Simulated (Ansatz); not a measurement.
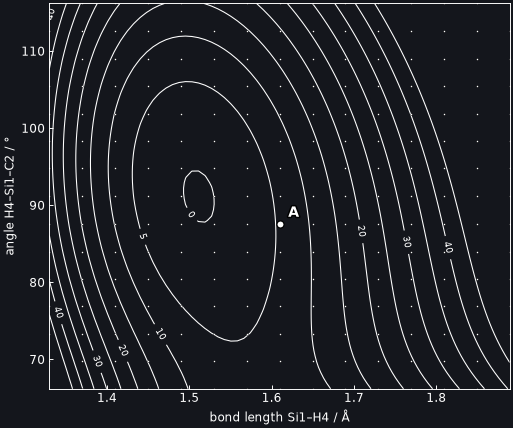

CH2BrSi, SMILES [SiH+]=CBr, charge +1. 
- The first coordinate is: bond length Si1–H4; the second: angle H4–Si1–C2.
- Nothing is relaxed (all other coordinates rigid).
- The scan uses a 15 × 15 grid.
- Energies: kJ/mol, counted from the lowest grid point.
- Computed with RKS B3LYP-D4/def2-TZVP in Ansatz.

The picture shows contour lines labelled in kJ/mol (none above 45), dots at the grid points, the point A. Between grid points the surface is interpolated.

Question: Which way does the force act at A, and how strong is it?

Answer: A, at bond length Si1–H4 = 1.610 Å, angle H4–Si1–C2 = 87.6°, is not a stationary point. The computed force is 110 kJ/mol for each Å towards smaller values of bond length Si1–H4 and 0.059 kJ/mol for each degree towards smaller values of angle H4–Si1–C2.
